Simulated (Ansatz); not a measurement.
Consider SnC$_{2}$.

```yaml
crystal:
  lattice:
    - [6.76214, 0.00000, 0.00000]
    - [0.00000, 6.76214, 0.00000]
    - [0.00000, 0.00000, 6.76214]
  atoms:
    - { symbol: Sn, position: [0.00000, 0.00000, 0.00000] }
    - { symbol: Sn, position: [0.50000, 0.50000, 0.00000] }
    - { symbol: Sn, position: [0.50000, 0.00000, 0.50000] }
    - { symbol: Sn, position: [0.00000, 0.50000, 0.50000] }
    - { symbol: Sn, position: [0.25000, 0.25000, 0.25000] }
    - { symbol: Sn, position: [0.75000, 0.75000, 0.25000] }
    - { symbol: Sn, position: [0.75000, 0.25000, 0.75000] }
    - { symbol: Sn, position: [0.25000, 0.75000, 0.75000] }
    - { symbol: C, position: [0.62500, 0.12500, 0.12500] }
    - { symbol: C, position: [0.12500, 0.62500, 0.12500] }
    - { symbol: C, position: [0.12500, 0.12500, 0.62500] }
    - { symbol: C, position: [0.62500, 0.62500, 0.62500] }
    - { symbol: C, position: [0.62500, 0.37500, 0.37500] }
    - { symbol: C, position: [0.12500, 0.87500, 0.37500] }
    - { symbol: C, position: [0.12500, 0.37500, 0.87500] }
    - { symbol: C, position: [0.62500, 0.87500, 0.87500] }
    - { symbol: C, position: [0.87500, 0.37500, 0.12500] }
    - { symbol: C, position: [0.37500, 0.87500, 0.12500] }
    - { symbol: C, position: [0.37500, 0.37500, 0.62500] }
    - { symbol: C, position: [0.87500, 0.87500, 0.62500] }
    - { symbol: C, position: [0.87500, 0.12500, 0.37500] }
    - { symbol: C, position: [0.37500, 0.62500, 0.37500] }
    - { symbol: C, position: [0.37500, 0.12500, 0.87500] }
    - { symbol: C, position: [0.87500, 0.62500, 0.87500] }
```

Space group Fd-3m; a structure generated by program, which may or may not match a known phase.

Theory: DFT PBE, scalar-relativistic, plane waves, PAW in Ansatz 0.2.0.

Q: Predict the valence pseudo-density and electron localisation function between the atoms.

A: C–C (2.39 Å): the density is about 0.27 e/Å³ at the midpoint; the ELF peaks at about 0.80 in the valence shell of C, 0.7 Å from its nucleus, and drops to about 0.30 between the two atoms.
Sn–Sn (2.93 Å): the density is about 0.24 e/Å³ at the midpoint; the ELF is about 0.35 at the midpoint.

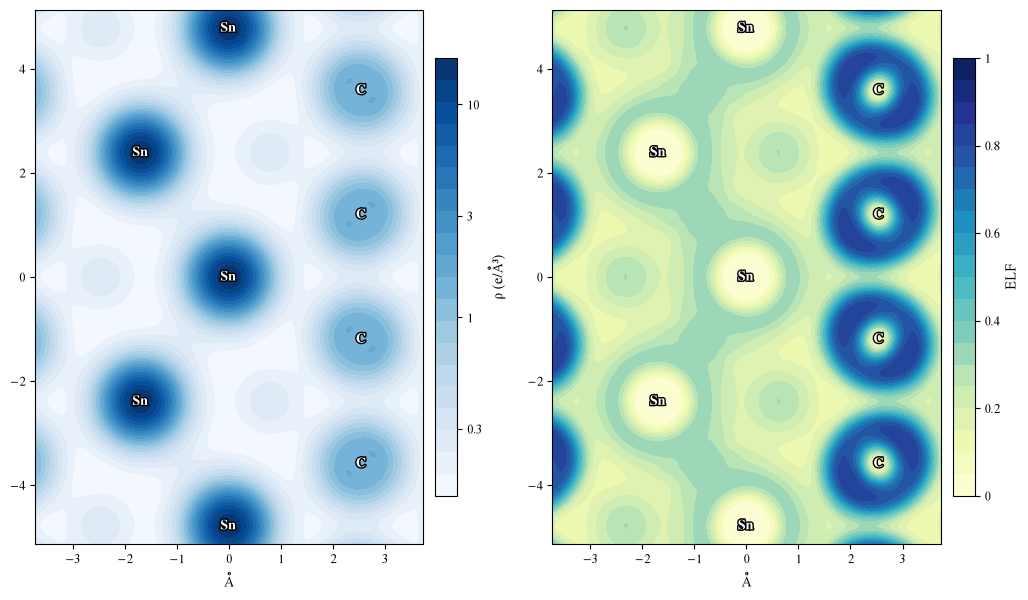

Computed valence pseudo-density and electron localisation function on the (011) plane of the conventional cell, in this order. 

The density is the valence pseudo-density of a PAW calculation; it isn't the true density close to the nuclei.
